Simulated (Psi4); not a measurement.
# PBE/def2-SVPD run of HNO3 (nitric acid)

What is the energy change on altering one bond length of HNO3 (nitric acid) at PBE/def2-SVPD? 

The calculation is run with Psi4 1.11.

2 further runs of the same task are left out: 1 that didn't finish, 1 set aside as unsound or not needed.

### Step 1. The system as given

The species is HNO3 (5 atoms), meant as a singlet with charge 0. SMILES: `O=[N+]([O-])O`. The shape is that of a PBE0-D4/def2-TZVP optimisation. This is one conformer, not always the lowest.

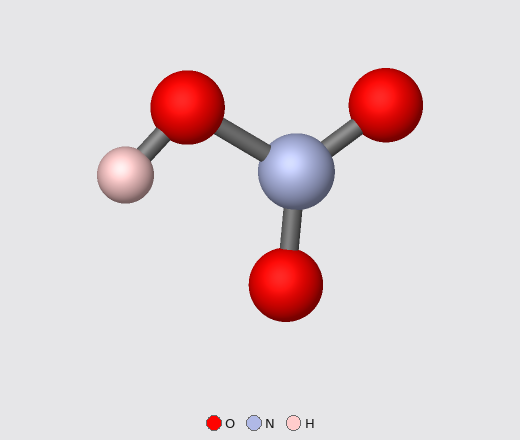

The structure, seen from a chosen angle (oxygen red, nitrogen light blue, hydrogen pink).

### Step 2. Energy and gradient at PBE/def2-SVPD

The input, calc.py:

```python
import psi4

psi4.set_memory('2200 MB')
psi4.set_num_threads(1)
psi4.set_output_file('run.log', False)

geom = psi4.geometry("""
O
N 1 1.185656
O 2 1.200669 1 130.1653
O 2 1.38531 1 114.16663 3 179.9927
H 4 0.970144 2 103.14483 1 -179.99118
symmetry c1
no_reorient
no_com
""")

options = {'basis': 'def2-SVPD', 'reference': 'rks', 'puream': True, 'e_convergence': 1e-09, 'd_convergence': 1e-08, 'scf_type': 'pk', 'dft_radial_points': 99, 'dft_spherical_points': 590}
psi4.set_options(options)

result, w = psi4.gradient("pbe", molecule=geom, return_wfn=True)
psi4.oeprop(w, "LOWDIN_CHARGES", "QUADRUPOLE", "DIPOLE", title="PBE")
print('gradient / Eh bohr^-1')
print(result.np.round(6))
print(f'energy = {w.energy():.10f} Eh')
for k, v in sorted(psi4.core.scalar_variables().items()):
    print(f'{k:45s} {v:18.10f}')
```

Launch:

```console
$ python calc.py
```

run.log (excerpt; [...] marks lines left out):

```text
[...]
  Running in c1 symmetry.
[...]
  Nuclear repulsion =  127.635955948756916
[...]
  Multiplicity = 1
[...]
  Nalpha       = 16
  Nbeta        = 16
[...]
    Number of basis functions: 97
[...]
   @RKS iter   1:  -280.19404221631368    2.46094e-01   8.77343e-03 DIIS/ADIIS
[...]
   @RKS iter  12:  -280.44417138804681   -1.02318e-12   2.02523e-09 DIIS
[...]
    Orbital Energies [Eh]
    ---------------------
    Doubly Occupied:
       1A    -18.868909     2A    -18.836417     3A    -18.836176
       4A    -14.299781     5A     -1.219082     6A     -1.040939
       7A     -1.008910     8A     -0.657269     9A     -0.555122
      10A     -0.540749    11A     -0.505560    12A     -0.441196
      13A     -0.341573    14A     -0.327220    15A     -0.323697
      16A     -0.286372
[...]
  @RKS Final Energy:  -280.44417138804681
   => Energetics <=
    Nuclear Repulsion Energy =            127.6359559487569157
    One-Electron Energy =                -636.6861292622936617
    Two-Electron Energy =                 261.2390344176238841
    DFT Exchange-Correlation Energy =     -32.6330324921339923
    Empirical Dispersion Energy =           0.0000000000000000
    VV10 Nonlocal Energy =                  0.0000000000000000
    Total Energy =                       -280.4441713880468114
[...]
  -Total Gradient:
     Atom            X                  Y                   Z
    ------   -----------------  -----------------  -----------------
       1        0.000009130489     0.000212287011     0.035673867222
       2       -0.000019036645    -0.002662289478    -0.002902174675
       3        0.000007375881     0.025329535038    -0.021092658221
       4        0.000002191076    -0.023318977299     0.000322760953
       5        0.000000343946     0.000443179360    -0.012005965412
[...]
 Multipole Moments:
 ------------------------------------------------------------------------------------
     Multipole            Electronic (a.u.)      Nuclear  (a.u.)        Total (a.u.)
 ------------------------------------------------------------------------------------
 L = 1.  Multiply by 2.5417464519 to convert [e a0] to [Debye]
 Dipole X            :         -0.0001180            0.0002228            0.0001048
 Dipole Y            :         -0.4928463            0.9128254            0.4199790
 Dipole Z            :         -0.5632736            1.3644923            0.8012187
 Magnitude           :                                                    0.9046181
 L = 2.  Multiply by 1.3450342976 to convert [e a0^2] to [Debye ang]
 Quadrupole XX       :        -15.8891350            0.0000008          -15.8891343
 Quadrupole XY       :         -0.0061809            0.0062352            0.0000543
[...]
```

On the terminal:

```text
gradient / Eh bohr^-1
[[ 9.0000e-06  2.1200e-04  3.5674e-02]
 [-1.9000e-05 -2.6620e-03 -2.9020e-03]
 [ 7.0000e-06  2.5330e-02 -2.1093e-02]
 [ 2.0000e-06 -2.3319e-02  3.2300e-04]
 [ 0.0000e+00  4.4300e-04 -1.2006e-02]]
energy = -280.4441713880 Eh
CURRENT ENERGY                                   -280.4441713880
CURRENT REFERENCE ENERGY                         -280.4441713880
DD SOLVATION ENERGY                                 0.0000000000
DFT FUNCTIONAL TOTAL ENERGY                      -280.4441713880
DFT TOTAL ENERGY                                 -280.4441713880
DFT VV10 ENERGY                                     0.0000000000
DFT XC ENERGY                                     -32.6330324921
GRID ELECTRONS ALPHA                               15.9999999586
GRID ELECTRONS BETA                                15.9999999586
GRID ELECTRONS TOTAL                               31.9999999172
NUCLEAR REPULSION ENERGY                          127.6359559488
ONE-ELECTRON ENERGY                              -636.6861292623
PCM POLARIZATION ENERGY                             0.0000000000
PE ENERGY                                           0.0000000000
SCF ITERATION ENERGY                             -280.4441713880
SCF ITERATIONS                                     12.0000000000
SCF TOTAL ENERGY                                 -280.4441713880
TWO-ELECTRON ENERGY                               261.2390344176
XC GRID RADIAL POINTS                              99.0000000000
XC GRID SPHERICAL POINTS                          590.0000000000
XC GRID TOTAL POINTS                           282433.0000000000
```

It took 13 s on 1 thread of Intel Xeon 6975P-C (Granite Rapids), shared host; peak memory 1.1 GiB.

### Step 3. The distorted shape, same level

The input, hno3.xyz:

```xyz
5
HNO3
O      1.997491     0.359581     0.814292
N      0.932711     0.395651     0.293982
O     -0.596440    -1.123960     0.141450
O      0.635541     1.608331    -0.306168
H     -0.250819     1.461921    -0.672378
```

The input, job.py:

```python
import psi4

psi4.set_memory(2200000000)
psi4.set_num_threads(1)
psi4.core.set_output_file('output.dat', False)

with open('hno3.xyz') as f:
    atoms = ''.join(f.readlines()[2:])
geom = psi4.geometry('0 1\n' + atoms + 'symmetry c1')

options = {'basis': 'def2-SVPD', 'puream': True, 'e_convergence': 1e-09, 'd_convergence': 1e-08, 'scf_type': 'pk', 'dft_radial_points': 99, 'dft_spherical_points': 590}
psi4.set_options(options)

energy_value, wavefunction = psi4.gradient("pbe", molecule=geom, return_wfn=True)
psi4.oeprop(wavefunction, "MULLIKEN_CHARGES", "LOWDIN_CHARGES", "MAYER_INDICES", title="PBE")
print('gradient / Eh bohr^-1')
print(energy_value.np.round(6))
print(f'energy = {wavefunction.energy():.10f} Eh')
```

Launch:

```console
$ python job.py
```

output.dat (excerpt; [...] marks lines left out):

```text
[...]
  Running in c1 symmetry.
[...]
  Nuclear repulsion =  107.356647929941602
[...]
  Multiplicity = 1
[...]
  Nalpha       = 16
  Nbeta        = 16
[...]
    Number of basis functions: 97
[...]
   @RKS iter   1:  -279.85460295570874   -1.21155e-01   9.93356e-03 DIIS/ADIIS
[...]
   @RKS iter  30:  -280.27358830023138   -1.51772e-11   6.27148e-09 DIIS
[...]
  @RKS Final Energy:  -280.27358830023138
   => Energetics <=
    Nuclear Repulsion Energy =            107.3566479299416017
    One-Electron Energy =                -596.3715126493591470
    Two-Electron Energy =                 241.0561200828854851
    DFT Exchange-Correlation Energy =     -32.3148436636993068
    Empirical Dispersion Energy =           0.0000000000000000
    VV10 Nonlocal Energy =                  0.0000000000000000
    Total Energy =                       -280.2735883002313813
[...]
 Multipole Moments:
 ------------------------------------------------------------------------------------
     Multipole            Electronic (a.u.)      Nuclear  (a.u.)        Total (a.u.)
 ------------------------------------------------------------------------------------
 L = 1.  Multiply by 2.5417464519 to convert [e a0] to [Debye]
 Dipole X            :          1.1234006           -0.9117200            0.2116805
 Dipole Y            :          0.1737539            1.0644056            1.2381596
 Dipole Z            :          0.4686973           -0.8363880           -0.3676907
 Magnitude           :                                                    1.3088331
[...]
  -Total Gradient:
     Atom            X                  Y                   Z
    ------   -----------------  -----------------  -----------------
       1        0.024907141600     0.010086469015     0.008040738792
       2        0.007558207167     0.018967642981    -0.003591933941
       3       -0.043092625679    -0.048375706020    -0.002197327472
       4       -0.005727611598     0.014926993060    -0.008371808381
       5        0.016358726149     0.004391792994     0.006123225309
[...]
```

Standard output:

```text
gradient / Eh bohr^-1
[[ 0.024907  0.010086  0.008041]
 [ 0.007558  0.018968 -0.003592]
 [-0.043093 -0.048376 -0.002197]
 [-0.005728  0.014927 -0.008372]
 [ 0.016359  0.004392  0.006123]]
energy = -280.2735883002 Eh
```

Run time: 25 s. Hardware: 1 thread of Intel Xeon 6975P-C (Granite Rapids), shared host; peak memory 1.1 GiB.

### Step 4. Summary of results

At PBE/def2-SVPD:

| quantity | value |
| --- | --- |
| first shape: total energy | -280.44417 Eh |
| first shape: dipole moment | 2.30 D |
| first shape: HOMO energy | -7.79 eV |
| first shape: LUMO energy | -3.23 eV |
| first shape: HOMO–LUMO gap | 4.57 eV |
| first shape: largest force on an atom | 1.834 eV/Å |
| distorted shape: total energy | -280.27359 Eh |
| distorted shape: dipole moment | 3.33 D |
| distorted shape: HOMO energy | -6.38 eV |
| distorted shape: LUMO energy | -6.37 eV |
| distorted shape: HOMO–LUMO gap | 0.01 eV |
| distorted shape: largest force on an atom | 3.333 eV/Å |
| energy change with the N2–O3 bond stretched from 1.201 to 2.161 Å | 4.642 eV |

One bond (distorted shape) is far stretched, which a spin-restricted single reference describes badly; a broken-symmetry solution may lie lower. With the N2–O3 bond stretched from 1.201 to 2.161 Å the energy rises by 4.64 eV (448 kJ/mol). The first shape isn't relaxed at this level, so the change isn't measured from a minimum. A restricted reference can't describe the breaking bond well at this length. The largest force (first shape) is 1.83 eV/Å: the shape isn't a stationary point for this species at this level. Mulliken charges (distorted shape) run from -0.37 on O3 to +0.45 on N2; in a basis this large or diffuse they mean little.
